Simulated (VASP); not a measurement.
# Ni3Pt: structure and properties in VASP, part 2 of 15

What structure does Ni3Pt take at this level, and what are its properties? The start is a computed cell from the Materials Project.

VASP 6.6.1, plane waves and PAW; the level of theory is named at each step.

So far: The structure; Magnetic order: ferromagnetic.

### 2. Magnetic order: ferromagnetic (continued)

Level of this step: r2SCAN with rVV10, spin-polarised from a ferromagnetic start; plane waves and PAW (Ni, Pt) (VASP).

OUTCAR, selected parts (step 2):

```text
ion  position               nearest neighbor table
   1  0.500  0.000  0.500-   2 2.56   3 2.56   4 2.56   3 2.56   4 2.56   2 2.56   3 2.56   3 2.56
                             2 2.56   4 2.56   4 2.56   2 2.56
   2  0.000  0.500  0.500-   1 2.56   3 2.56   4 2.56   3 2.56   4 2.56   1 2.56   4 2.56   4 2.56
                             1 2.56   3 2.56   3 2.56   1 2.56
   3  0.500  0.500  0.000-   1 2.56   2 2.56   4 2.56   1 2.56   2 2.56   1 2.56   4 2.56   1 2.56
                             2 2.56   4 2.56   2 2.56   4 2.56
   4  0.000  0.000  0.000-   1 2.56   2 2.56   3 2.56   1 2.56   2 2.56   2 2.56   3 2.56   2 2.56
                             1 2.56   3 2.56   1 2.56   3 2.56

  LATTYP: Found a simple cubic cell.
 ALAT       =     3.6245667900

 Subroutine GETGRP returns: Found 48 space group operations
 (whereof 48 operations were pure point group operations)

The static configuration has the point symmetry O_h .

 Found     20 irreducible k-points:

   k-points           NKPTS =     20   k-points in BZ     NKDIM =     20   number of bands    NBANDS=     30

   dimension x,y,z NGX =    24 NGY =   24 NGZ =   24
   dimension x,y,z NGXF=    48 NGYF=   48 NGZF=   48

   ENCUT  =  400.0 eV  29.40 Ry    5.42 a.u.   5.91  5.91  5.91*2*pi/ulx,y,z

   NELECT =      40.0000    total number of electrons

 k-points in reciprocal lattice and weights: Automatic mesh
   0.00000000  0.00000000  0.00000000       0.005
   0.16666667  0.00000000  0.00000000       0.028
   0.33333333  0.00000000  0.00000000       0.028
   0.50000000  0.00000000  0.00000000       0.014
   0.16666667  0.16666667  0.00000000       0.056
   0.33333333  0.16666667  0.00000000       0.111
   0.50000000  0.16666667  0.00000000       0.056
   0.33333333  0.33333333  0.00000000       0.056
   0.50000000  0.33333333  0.00000000       0.056
[...]
0.50000000  0.50000000  0.33333333       0.028
   0.50000000  0.50000000  0.50000000       0.005

 average (electrostatic) potential at core
       1 -86.7737       2 -86.7737       3 -86.7737       4 -69.5553

 E-fermi :   9.9137

 spin component 1
 k-point     1 :       0.0000    0.0000    0.0000
  band No.  band energies     occupation
    ...
     17       9.2686      1.00003
     18       9.2686      1.00003
     19       9.5787      1.01965
     20       9.5787      1.01965
     21       9.5787      1.01965
     22      12.2029     -0.00000
     23      12.2029     -0.00000
     24      12.2029     -0.00000
     25      18.2409      0.00000
     26      20.5939      0.00000
    ...

 k-point     2 :       0.1667    0.0000    0.0000
  band No.  band energies     occupation
    ...
     17       8.9664      1.00000
     18       8.9664      1.00000
     19       9.0395      1.00000
     20       9.1349      1.00000
     21       9.5678      1.01728
     22      10.6766     -0.00000
     23      13.3643     -0.00000
     24      13.3643     -0.00000
     25      18.8702      0.00000
     26      20.2948      0.00000
    ...

 k-point     3 :       0.3333    0.0000    0.0000
  band No.  band energies     occupation
    ...
     18       8.3485      1.00000
     19       8.6324      1.00000
     20       8.6985      1.00000
     21       8.8978      1.00000
     22       9.5476      1.01330
     23      15.4980      0.00000
     24      15.4980      0.00000
     25      19.2404      0.00000
     26      19.7209      0.00000
     27      20.6497      0.00000
    ...

 k-point     4 :       0.5000    0.0000    0.0000
  band No.  band energies     occupation
    ...
     18       8.1797      1.00000
     19       8.4273      1.00000
     20       8.6989      1.00000
     21       8.7717      1.00000
     22       9.5385      1.01168
     23      17.4685      0.00000
     24      17.4685      0.00000
     25      18.5905      0.00000
     26      18.5905      0.00000
     27      19.4261      0.00000
    ...

 k-point     5 :       0.1667    0.1667    0.0000
  band No.  band energies     occupation
    ...
     17       8.5661      1.00000
     18       8.9525      1.00000
     19       8.9654      1.00000
     20       8.9676      1.00000
     21       9.2410      1.00001
     22      11.6657     -0.00000
     23      11.9243     -0.00000
     24      14.2648      0.00000
     25      19.5709      0.00000
     26      20.1312      0.00000
    ...

 k-point     6 :       0.3333    0.1667    0.0000
  band No.  band energies     occupation
    ...
     18       8.5071      1.00000
     19       8.6184      1.00000
     20       8.7228      1.00000
     21       9.1680      1.00000
     22       9.6849      1.03433
     23      13.5613     -0.00000
     24      16.1988      0.00000
     25      17.6231      0.00000
     26      19.7875      0.00000
     27      21.1241      0.00000
    ...

  Total       -0.7199018     -0.7199018     -0.7199018     -0.0000000     -0.0000000     -0.0000000
  in kB      -24.2223080    -24.2223080    -24.2223080     -0.0000000     -0.0000000     -0.0000000
  external PRESSURE =     -24.2223080 kB  Pullay stress =       0.0000000 kB

  energy-cutoff  :      400.00
  volume of cell :       47.62
      direct lattice vectors                 reciprocal lattice vectors
     3.624566790  0.000000000  0.000000000     0.275895040  0.000000000  0.000000000
     0.000000000  3.624566790  0.000000000     0.000000000  0.275895040  0.000000000
     0.000000000  0.000000000  3.624566790     0.000000000  0.000000000  0.275895040

 POSITION                                       TOTAL-FORCE (eV/Angst)
 -----------------------------------------------------------------------------------
      1.81228      0.00000      1.81228         0.000000      0.000000      0.000000
      0.00000      1.81228      1.81228         0.000000      0.000000      0.000000
      1.81228      1.81228      0.00000         0.000000      0.000000      0.000000
      0.00000      0.00000      0.00000         0.000000      0.000000      0.000000
 -----------------------------------------------------------------------------------
    total drift:                                0.000000     -0.000000     -0.000000

  FREE ENERGIE OF THE ION-ELECTRON SYSTEM (eV)
  ---------------------------------------------------
  free  energy   TOTEN  =       -86.8290277709 eV

  energy  without entropy=      -86.8346356844  energy(sigma->0) =      -86.83089708

 total charge
# of ion       s       p       d       tot
------------------------------------------
    1        0.486   0.510   8.303   9.299
    2        0.486   0.510   8.303   9.299
    3        0.486   0.510   8.303   9.299
    4        0.752   0.674   8.086   9.512
--------------------------------------------------
tot          2.211   2.204  32.994  37.408

 magnetization (x)
# of ion       s       p       d       tot
------------------------------------------
    1       -0.005  -0.029   0.911   0.877
    2       -0.005  -0.029   0.911   0.877
    3       -0.005  -0.029   0.911   0.877
    4       -0.010  -0.053   0.399   0.336
--------------------------------------------------
tot         -0.026  -0.139   3.133   2.967

[... 6 further parts left out ...]
```

The k-mesh is coarse for a metal. SCAN-type functionals tend to overstate the moments of itinerant magnets. The PAW data sets were made with PBE, which is usual practice but a small mismatch for other functionals. At this level the cell is under a tension of 2.4 GPa, so at these settings it is away from equilibrium.

This step gave:

| Property | Result |
| --- | --- |
| electronic cycles | 17 |
| electrons | 40 |
| bands | 30 |
| irreducible k-points | 20 |
| symmetry operations | 48 |
| free energy (TOTEN) | -86.8290 eV |
| energy at zero smearing | -86.8309 eV |
| Fermi energy | 9.914 eV |
| pressure | -2.422 GPa |
| moment of the cell, from the last line of the log | 2.893 μB |
| metallic | yes |

Spin moment in the PAW sphere by atom:

| atom | spin moment in the PAW sphere (μB) |
| --- | --- |
| Ni1 | 0.877 |
| Ni2 | 0.877 |
| Ni3 | 0.877 |
| Pt4 | 0.336 |

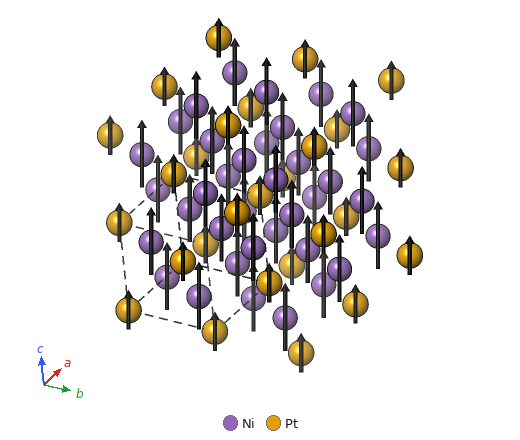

Spin moment in the PAW sphere as arrows, the longest 0.877 μB. Up and down stand for the sign. Arrows give size and sign along the axis of quantisation, drawn up and down the page. Each arrow also spans its atom, so small moments look longer than they are. 2×2×2 cells are drawn. Some periodic images of atoms are drawn too.

The run ends ferromagnetic with a largest moment of 0.88 μB, and the mesh shows no gap.

[end of part 2 of 15]

[Lines on the potential files, build, host, timing and source positions are cut from VASP's logs without a mark.]

[Logs are printed without paths, hosts, clocks, repeated set-up lines and the standing remarks that a program may print on its own settings, such as how far it seeks lower states.]

[Hosts, paths, dates, database ids (printed as entryN), source tags and the programs' standing remarks are cut or masked in the printed files.]

[A measured line is paired with the nearest computed mode of its activity, which favours agreement.]

[In band tables of VASP the shares of atoms and orbitals are scaled to a sum of 1 inside the atoms' spheres.]
